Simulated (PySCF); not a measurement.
C₆H₈BFO₂

```xyz
18

O     2.9083   -0.3075   -0.9773
C     2.4308   -0.4550    0.1123
C     1.0691    0.0302    0.5306
C     0.5463    1.1051   -0.4313
C    -0.9076    1.4541   -0.2251
O    -1.2924    2.5967   -0.2106
C    -1.8721    0.2992   -0.0448
C    -1.2661   -1.0990   -0.2251
B     0.0855   -1.2277    0.5716
F     0.4162   -2.3050    1.2508
H     2.9616   -1.0132    0.9059
H     1.1674    0.4327    1.5442
H     0.6570    0.7287   -1.4526
H     1.1395    2.0181   -0.3543
H    -2.7066    0.4567   -0.7317
H    -2.2841    0.3942    0.9637
H    -2.0058   -1.8515    0.0504
H    -1.0557   -1.2506   -1.2883
```

Geometry: GFN2-xTB.

Computed with PySCF, PBE0/pcSseg-1, SCF density, gas phase, non-relativistic.

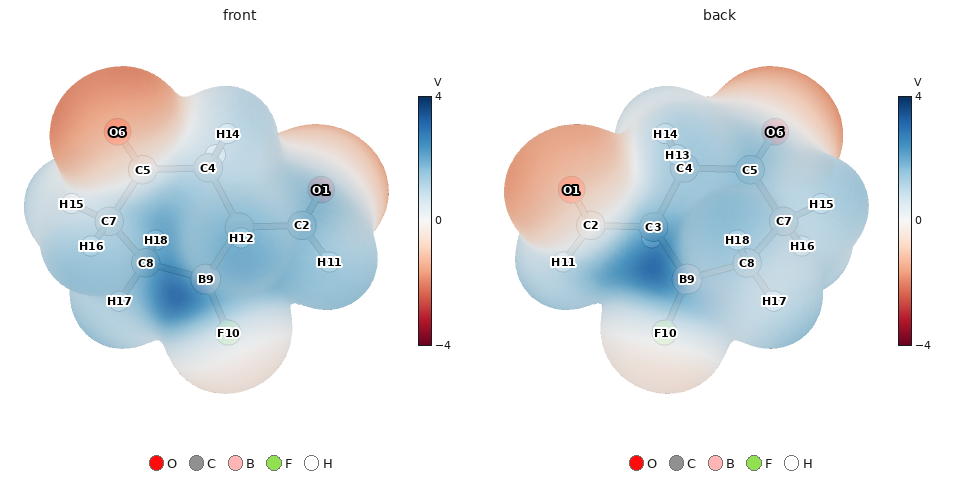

Figure 1. The molecular electrostatic potential painted on the density surface at 0.004 e/bohr³, seen from the front and from behind; the colour scale runs from red (negative) to blue (positive).

Question: Describe the electrostatic potential map.

Answer: The most negative region (about −1.9 V) lies over O6, the most positive (about +3.0 V) over B9. O6 is the likeliest acceptor of a hydrogen bond.

Question: What dipole moment does the calculation give?

Answer: Its dipole moment is 2.91 D.

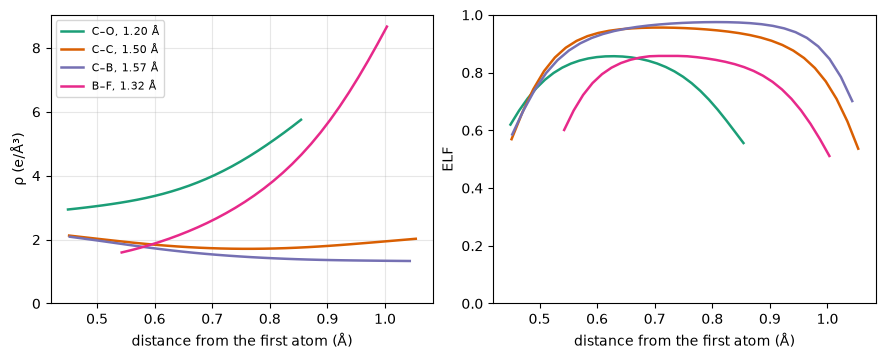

Figure 2. Electron density and electron localisation function along straight lines between neighbouring atoms. The curves leave out the atomic cores.

Question: What can be read from the curves?

Answer: C–O (1.20 Å): ρ at the midpoint is about 3.4 e/Å³; the ELF peaks at about 0.85 between the atoms; a multiple bond.
C–C (1.50 Å): the density is about 1.7 e/Å³ at the midpoint; the ELF peaks at about 0.95 between the atoms (localised, covalent bonding).
C–B (1.57 Å): the density is about 1.4 e/Å³ at the midpoint; the ELF peaks at about 1 between the atoms (a covalent bond).
B–F (1.32 Å): ρ at the midpoint is about 2.3 e/Å³; the ELF peaks at about 0.85 between the atoms: a shared but strongly polarised pair.
